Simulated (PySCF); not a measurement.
# What a change does: NMR shielding calculation on CH5GeNO2

System: CH5GeNO2, SMILES [NH2][GeH2][C](=O)O.
Method of run 1: GIAO WP04/pcSseg-2 NMR shielding, non-relativistic, gas phase (PySCF 2.14.0).

The geometry comes from this level: PBE0-D3(BJ)/def2-SVP. Text and figures count atoms from 1; the logs count them from 0 in places.

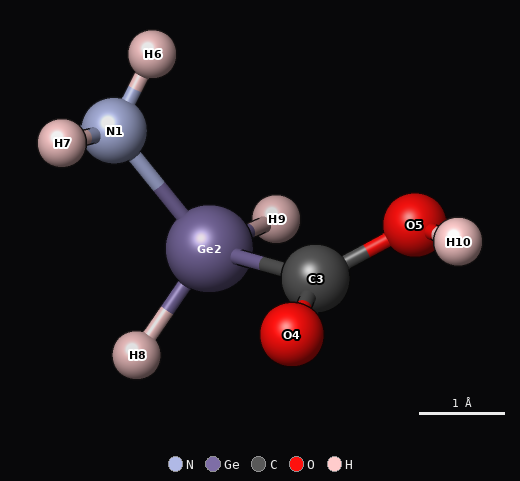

Figure 1. The structure as given in the input (ball-and-stick view, seen at a tilt; atoms are numbered from 1 in the order of the input). Sticks mark near contacts.

**Input file, run 1**
```
{"job": {"kind": "nmr", "xc": "WP04", "basis": "pcSseg-2", "pop": false}, "charge": 0, "multiplicity": 1}
N     -1.776333     1.093987    -0.324812
Ge    -0.815979    -0.386527     0.163379
C      1.063142     0.079302     0.678845
O      1.383875     0.467744     1.770768
O      1.933293    -0.019665    -0.337916
H     -1.448147     1.563852    -1.164135
H     -1.895301     1.784075     0.412074
H     -1.477096    -0.972167     1.417543
H     -0.809825    -1.355863    -1.028478
H      2.797811     0.273434     0.002754
```

The first line tells a small driver script what to run in PySCF; the rest is the geometry in Å.

Hardware: 1 CPU thread, shared host.

**Output (run 1)**
```
coarse grid: 40440 points
cycle   1  E = -2339.3892419679  dE =  8.678e-02  |g| = 1.487e+00  |ddm| = 2.218e+00
cycle   2  E = -2338.0745354629  dE =  1.315e+00  |g| = 2.873e+00  |ddm| = 2.229e+00
cycle   3  E = -2339.6761913226  dE = -1.602e+00  |g| = 6.292e-01  |ddm| = 1.886e+00
cycle   4  E = -2339.7397777066  dE = -6.359e-02  |g| = 2.889e-01  |ddm| = 3.933e-01
cycle   5  E = -2339.7534846772  dE = -1.371e-02  |g| = 5.922e-02  |ddm| = 1.344e-01
cycle   6  E = -2339.7542013882  dE = -7.167e-04  |g| = 1.814e-02  |ddm| = 4.943e-02
cycle   7  E = -2339.7542655444  dE = -6.416e-05  |g| = 4.385e-03  |ddm| = 1.316e-02
cycle   8  E = -2339.7542685004  dE = -2.956e-06  |g| = 2.196e-03  |ddm| = 3.282e-03
final grid: 84520 points
cycle   9  E = -2339.7542243034  dE =  2.048e-06  |g| = 3.954e-03  |ddm| = 4.299e-03
cycle  10  E = -2339.7542164193  dE =  7.884e-06  |g| = 7.463e-03  |ddm| = 5.364e-03
cycle  11  E = -2339.7542272867  dE = -1.087e-05  |g| = 7.821e-04  |ddm| = 3.567e-03
cycle  12  E = -2339.7542273953  dE = -1.086e-07  |g| = 7.448e-05  |ddm| = 3.426e-04
cycle  13  E = -2339.7542273960  dE = -7.099e-10  |g| = 1.454e-05  |ddm| = 3.605e-05
converged SCF energy = -2339.7542273960

GIAO shielding tensors (ppm)
atom      isotropic    diamagn.    paramagn.     s11        s22        s33       span
  0 N      239.244     316.934     -77.690    220.497    246.129    251.105     30.608
  1 Ge    1405.395    2761.582   -1356.187   1363.827   1378.445   1473.913    110.087
  2 C      -22.423     251.778    -274.201   -133.275      8.056     57.950    191.226
  3 O     -153.890     394.391    -548.281   -439.750   -250.982    229.062    668.812
  4 O       85.250     389.446    -304.196    -93.212    120.740    228.222    321.435
  5 H       31.380      31.680      -0.299     24.123     27.720     42.298     18.175
  6 H       31.229      31.017       0.212     24.013     27.544     42.131     18.118
  7 H       27.425      29.468      -2.043     21.790     22.921     37.565     15.774
  8 H       27.146      29.638      -2.492     21.352     22.749     37.337     15.985
  9 H       25.251      30.209      -4.958     19.821     23.322     32.610     12.789
```

The input of run 2 differs as follows (lines with − go, lines with + come):
```diff
-"xc": "WP04"
+"xc": "CAM-B3LYP"
```

How does run 2 compare with run 1?

The total energies belong to different methods, so their difference says nothing on which is more stable or more accurate. The HOMO goes from −8.40 to −8.70 eV. The LUMO goes from −2.90 to 0.24 eV. Of all shieldings, the largest change is that of Ge2, by +21.6 ppm. The functional changes from WP04 to CAM-B3LYP. Exact exchange removes part of the self-interaction error of semilocal functionals, which pushes filled and empty levels apart. The number of SCF iterations is the same.

**Output (run 2)**
```
coarse grid: 40440 points
cycle   1  E = -2323.2840281888  dE = -2.539e-02  |g| = 1.440e+00  |ddm| = 2.224e+00
cycle   2  E = -2323.0125579426  dE =  2.715e-01  |g| = 1.944e+00  |ddm| = 1.226e+00
cycle   3  E = -2323.5069545430  dE = -4.944e-01  |g| = 2.804e-01  |ddm| = 8.245e-01
cycle   4  E = -2323.5182161841  dE = -1.126e-02  |g| = 1.267e-01  |ddm| = 1.525e-01
cycle   5  E = -2323.5205516089  dE = -2.335e-03  |g| = 1.342e-02  |ddm| = 5.106e-02
cycle   6  E = -2323.5205875737  dE = -3.596e-05  |g| = 6.129e-03  |ddm| = 1.073e-02
cycle   7  E = -2323.5205935397  dE = -5.966e-06  |g| = 1.823e-03  |ddm| = 3.752e-03
final grid: 84520 points
cycle   8  E = -2323.5205676615  dE = -1.177e-07  |g| = 2.130e-03  |ddm| = 2.184e-03
cycle   9  E = -2323.5205670484  dE =  6.132e-07  |g| = 2.959e-03  |ddm| = 1.933e-03
cycle  10  E = -2323.5205683528  dE = -1.304e-06  |g| = 2.944e-04  |ddm| = 1.169e-03
cycle  11  E = -2323.5205683671  dE = -1.429e-08  |g| = 8.609e-05  |ddm| = 1.351e-04
cycle  12  E = -2323.5205683694  dE = -2.284e-09  |g| = 2.584e-05  |ddm| = 9.922e-05
cycle  13  E = -2323.5205683696  dE = -2.115e-10  |g| = 1.307e-05  |ddm| = 3.335e-05
converged SCF energy = -2323.5205683696

GIAO shielding tensors (ppm)
atom      isotropic    diamagn.    paramagn.     s11        s22        s33       span
  0 N      258.416     315.499     -57.083    237.592    263.763    273.894     36.302
  1 Ge    1426.977    2755.023   -1328.045   1384.062   1398.790   1498.080    114.018
  2 C      -13.107     249.747    -262.855   -123.748     13.816     70.610    194.358
  3 O     -151.709     393.694    -545.403   -448.180   -240.349    233.403    681.583
  4 O       95.711     387.367    -291.657    -79.155    120.259    246.028    325.183
  5 H       31.263      31.605      -0.342     23.471     27.255     43.062     19.590
  6 H       31.090      31.059       0.031     23.362     27.047     42.862     19.500
  7 H       26.669      28.621      -1.953     20.851     22.074     37.081     16.231
  8 H       26.384      28.663      -2.279     20.431     21.907     36.814     16.383
  9 H       25.127      30.455      -5.327     19.221     23.365     32.796     13.575
```

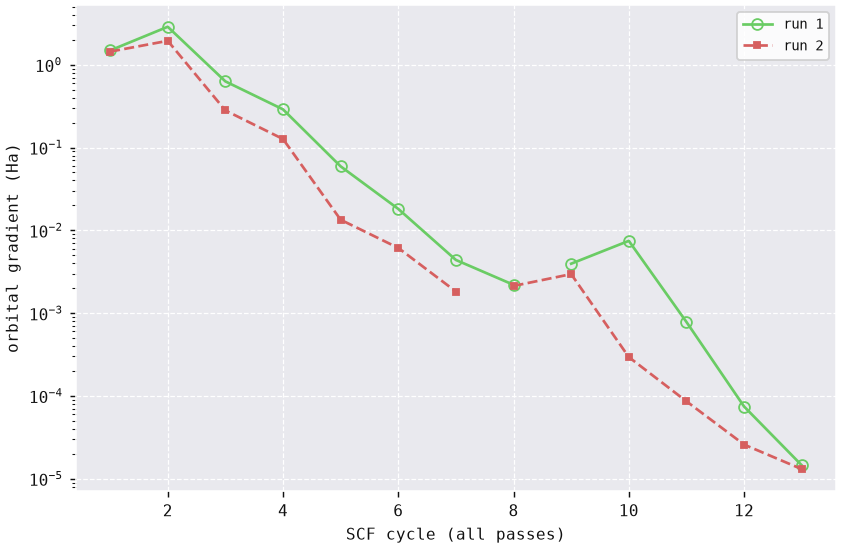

Figure 2. Convergence of the two runs: orbital gradient against the SCF cycle. A break in a curve parts two SCF passes (coarse and final grid). Run 1 takes 13 cycles in all, and run 2 takes 13.

**The two runs side by side**

| quantity | run 1 | run 2 |
| --- | --- | --- |
| outcome | converged | converged |
| total energy (hartree) | −2339.754227 | −2323.520568 |
| HOMO (eV) | −8.40 | −8.70 |
| LUMO (eV) | −2.90 | 0.24 |
| dipole moment (D) | 1.53 | 1.55 |
| shielding of N1 (ppm) | 239.2 | 258.4 |
| shielding of Ge2 (ppm) | 1405.4 | 1427.0 |
| shielding of C3 (ppm) | −22.4 | −13.1 |
| shielding of O4 (ppm) | −153.9 | −151.7 |
| shielding of O5 (ppm) | 85.2 | 95.7 |
| shielding of H8 (ppm) | 27.4 | 26.7 |
| shielding of H9 (ppm) | 27.1 | 26.4 |
| SCF iterations | 13 | 13 |
| basis functions | 277 | 277 |
| wall time (shared host) | 54 s | 76 s |

For both runs: Spin–orbit coupling is left out, which matters for the heavy atoms.
